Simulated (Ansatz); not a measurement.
# Zn3GeO: the cost of one run

Method: DFT PBE, scalar-relativistic, plane waves, PAW, in Ansatz 0.2.0.

## 1. Starting point

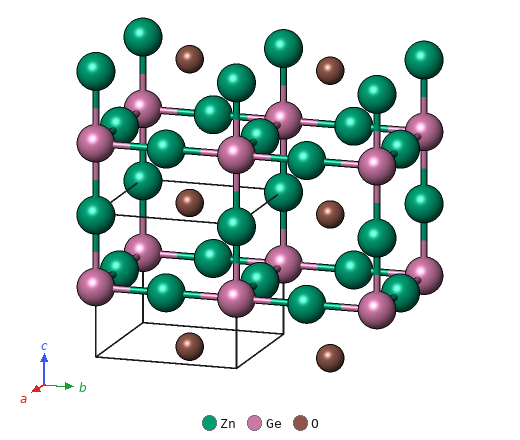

The starting structure, seen slightly off an axis (zinc teal, germanium pink, oxygen brown). 1×2×2 cells are drawn. Atoms on the faces are drawn again on the opposite ones.

Structure file:

```cif
data_structure
_symmetry_space_group_name_H-M 'P 1'
_symmetry_Int_Tables_number 1
_cell_length_a 4.0873
_cell_length_b 4.0873
_cell_length_c 4.0878
_cell_angle_alpha 90.000
_cell_angle_beta 90.000
_cell_angle_gamma 90.000
_cell_volume 68.29
loop_
_atom_site_label
_atom_site_type_symbol
_atom_site_fract_x
_atom_site_fract_y
_atom_site_fract_z
_atom_site_occupancy
Zn1 Zn 0.50000 0.00000 0.48630 1
Zn2 Zn 0.00000 0.00000 0.98662 1
Zn3 Zn 0.00000 0.50000 0.48630 1
Ge1 Ge 0.00000 0.00000 0.48667 1
O1 O 0.50000 0.50000 0.99206 1
```

The cell is invented: species swapped into a database cell of KAgCl3 (P4mm, No. 99), with O on the K sites, Ge on the Ag sites and Zn on the Cl sites. Its size is a rough estimate.

## 2. Probe: one point on a coarse mesh

The input, input.yaml:

```yaml
crystal:
  lattice:
    - [4.08731534, 0.0, 0.0]
    - [0.0, 4.08731534, 0.0]
    - [0.0, 0.0, 4.08784742]
  atoms:
    - { symbol: Zn, position: [0.5, 0.0, 0.48630431] }
    - { symbol: Zn, position: [0.0, 0.0, 0.98662496] }
    - { symbol: Zn, position: [0.0, 0.5, 0.48630431] }
    - { symbol: Ge, position: [0.0, 0.0, 0.4866651] }
    - { symbol: O, position: [0.5, 0.5, 0.9920643] }
basis:
  ecutwfc: 420
kpoints:
  mp_grid: { grid: [4, 4, 4] }
hamiltonian:
  xc: pbe
scf:
  occupations: { method: gaussian, width: 0.1 }
  lower_state_search: "off"
output:
  forces: true
  stress: true
  eigenvalues: true
```

Started as:

```
$ ansatz run input.yaml --threads 1 --pin off --max-ram 2560MiB --backend cpu --events-out ev --progress --plain --runs-dir out
```

**Question.** How long does this run take on 1 thread of Arm Neoverse N1, shared host, and how much memory does it need?

About 7.9 s, with a peak of 0.31 GiB.
